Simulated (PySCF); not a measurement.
Vertical excitations of a molecule C2H5F3Si from TDA-LC-ωPBE/def2-SVPD in PySCF, as energy in eV (oscillator strength): 9.27 (0.013), 9.27 (0.000), 9.46 (0.101), 9.61 (0.008), 9.70 (0.072), 9.86 (0.006), 9.91 (0.047), 10.18 (0.223), 10.38 (0.248), 10.67 (0.282). Lowest triplet (TDA): 8.44 eV. Coordinates come from a B3LYP-D3(BJ)/def2-SVP optimisation. One conformer was computed; it need not be the lowest.

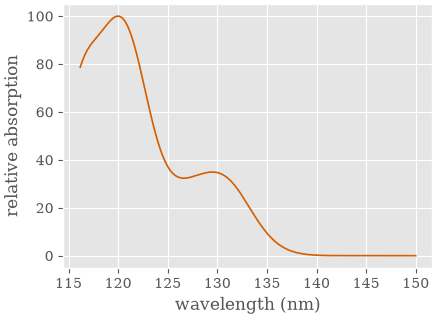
*The lines broadened by 0.4 eV.*

Task: Identify the compound among the candidates.
A. C[Si@@H](F)C(F)F
B. FC[SiH2]C(F)F
C. C[SiH2]C(F)(F)F
D. FC(F)[C@H](F)[SiH3]

Result: C, C[SiH2]C(F)(F)F
